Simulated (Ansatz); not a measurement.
# CH4AlO: the cost of one run

The runs use Ansatz 0.2.0, Gaussian basis; PBE0-D4/def2-TZVP structures, single points in def2-TZVPP, no counterpoise correction.

Levels: SPW92, PBE-D4, BLYP-D4, r2SCAN-D4, B97M-V, PBE0-D4, B3LYP-D4, r2SCAN0-D4, BHLYP-D4, CAM-B3LYP-D4, wB97X-V, wB97M-V, B2PLYP, PBE-QIDH, RPA on PBE, Hartree-Fock, MP2, CCSD, CCSD(T).

Cores are frozen in the correlated methods. Orbitals are unrestricted. B3LYP uses VWN-RPA correlation. B2PLYP carries no dispersion term here.

94 further runs of the same task are left out: 94 set aside as unsound or not needed.

## Step 1: The system as given

The complex: 13 atoms, charge 0, spin multiplicity 2.

Atoms are counted from 1 here; the program's logs count them from 0.

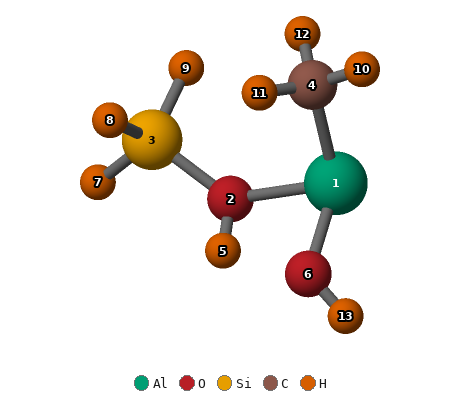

As it starts; aluminium teal, oxygen red, silicon amber, carbon brown, hydrogen orange; atoms are numbered from 1 in the order of the file.

As a file:

```
Al   -1.39183   -0.04246    0.67847
O    -0.01658    1.20984   -0.15499
Si    1.15573    1.02780   -1.34651
C    -0.67772   -1.79118    0.10036
H     0.22195    1.56011    0.72524
O    -0.74710    0.63265    2.16758
H     1.72225    2.36322   -1.64735
H     2.22336    0.11424   -0.87970
H     0.43451    0.47044   -2.50797
H    -1.26256   -2.61103    0.52713
H     0.35899   -1.91608    0.43353
H    -0.70852   -1.91134   -0.98733
H    -1.31267    0.89389    2.89154
```

Its parts: CH4AlO radical holds atoms 1, 4, 6, 10, 11, 12, 13; SiH4O holds atoms 2, 3, 5, 7, 8, 9. Each part counts its atoms afresh in its own runs.

## Step 2: Relaxing CH4AlO radical alone

relax-a/in.yaml

```yaml
crystal:
  periodic: [false, false, false]
  atoms:
    - {symbol: Al, position_ang: [-1.391830, -0.042460, 0.678472]}
    - {symbol: C, position_ang: [-0.677724, -1.791182, 0.100357]}
    - {symbol: O, position_ang: [-0.747099, 0.632647, 2.167578]}
    - {symbol: H, position_ang: [-1.262558, -2.611029, 0.527129]}
    - {symbol: H, position_ang: [0.358987, -1.916077, 0.433534]}
    - {symbol: H, position_ang: [-0.708525, -1.911337, -0.987334]}
    - {symbol: H, position_ang: [-1.312669, 0.893889, 2.891538]}
basis:
  gaussian: {orbitals: def2-TZVP}
magnetization: {spin_polarized: true, initial_magnetization: 1}
hamiltonian: {xc: pbe0, dispersion: d4}
relax: {f_tol: 0.005, max_steps: 200}
```

Run with:

```sh
$ ansatz run in.yaml --threads 4 --pin off --events-out ev --progress --plain --max-ram 46080MiB --backend cpu
```

**Question.** How long does this run take on 4 threads of AMD EPYC 7R13, shared host?

About 43 s.
